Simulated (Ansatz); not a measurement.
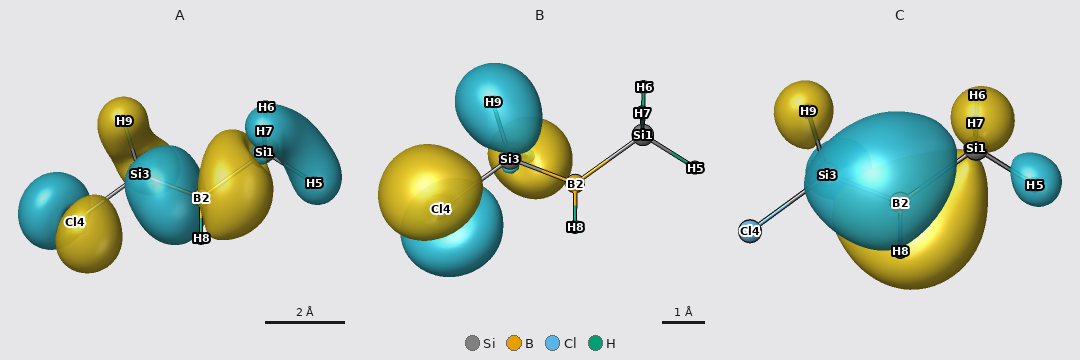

Figure 1: BClH₆Si₂ (SMILES [SiH3]B[SiH2]Cl). Three frontier orbitals at ±0.08 Å⁻³ᐟ² (yellow and cyan are the two phases), in no order.

Geometry: PBE0-D4/def2-TZVP.

The calculation used RKS PBE0-D4/def2-TZVPP (Ansatz 0.2.0).

The calculation's input:

```
crystal:
  periodic: [false, false, false]
  atoms:
    - {symbol: Si, position_ang: [-1.587774, 0.528372, -0.600581]}
    - {symbol: B, position_ang: [-0.021291, -0.712396, -0.387277]}
    - {symbol: Si, position_ang: [1.515596, -0.198853, 0.777937]}
    - {symbol: Cl, position_ang: [3.129873, -1.484235, 0.723305]}
    - {symbol: H, position_ang: [-2.881124, -0.201485, -0.492226]}
    - {symbol: H, position_ang: [-1.598461, 1.664769, 0.359806]}
    - {symbol: H, position_ang: [-1.479563, 1.088616, -1.980775]}
    - {symbol: H, position_ang: [-0.037030, -1.744465, -0.989818]}
    - {symbol: H, position_ang: [2.012840, 1.153511, 0.407133]}
    - {symbol: H, position_ang: [1.030134, -0.144934, 2.185298]}
basis:
  gaussian: {orbitals: def2-TZVPP}
hamiltonian: {xc: pbe0, dispersion: d4}
output: {orbitals: {seedname: orbitals}}
```

Command:

```sh
ansatz run in.yaml --threads 2 --pin off --events-out ev --progress --plain --max-ram 4352MiB
```

Q: Which picture is the HOMO−1, the HOMO and the LUMO?

A: B is the HOMO−1 (−8.90 eV). It lies mainly on Cl4 (about 65 %), Si3 (about 15 %), H9 (about 10 %) and H10 (about 10 %). A is the HOMO (−8.02 eV). It lies mainly on B2 (about 30 %), Cl4 (about 20 %), Si3 (about 20 %) and Si1 (about 15 %). C is the LUMO (−3.12 eV). It lies mainly on B2 (about 55 %) and Si3 (about 15 %).

Q: What is the HOMO–LUMO gap?

A: 4.90 eV between the orbital energies.
